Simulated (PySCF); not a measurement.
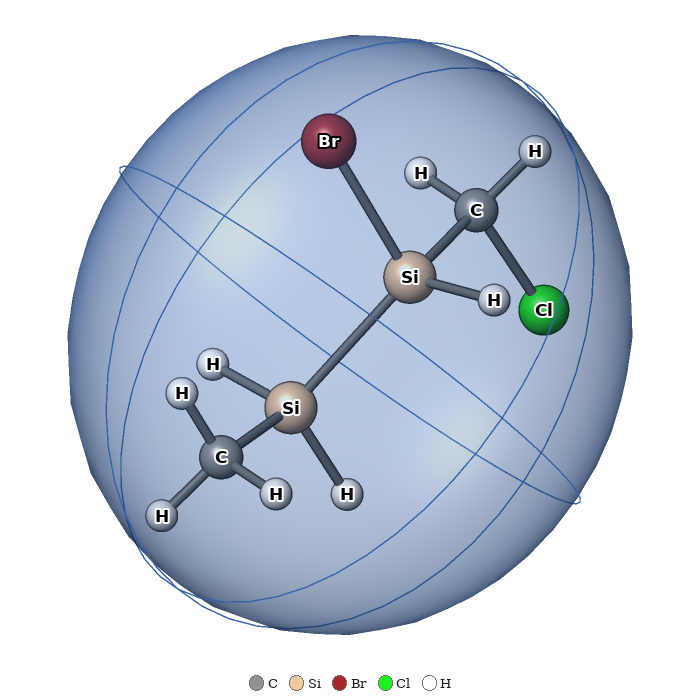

The ellipsoid shows the static dipole polarisability: its half-axes are proportional to the principal values. The computed structure is the end point of a GFN2-xTB optimisation. No frequency run is at hand to confirm it as a minimum. Level of theory: PBE0/def2-SVPD (PySCF 2.14.0).

How large and how anisotropic is the polarisability?

Principal values 94.3, 123.5, 133.0 bohr³; mean 116.9 bohr³ (17.33 Å³); anisotropy 35.0 bohr³, so the longest axis is 1.41 times the shortest.

The geometry is semi-empirical. Around Br, Si such bond lengths and angles can be off by a tenth of an ångström or more and by several degrees, and values that hang on the shape move with them.
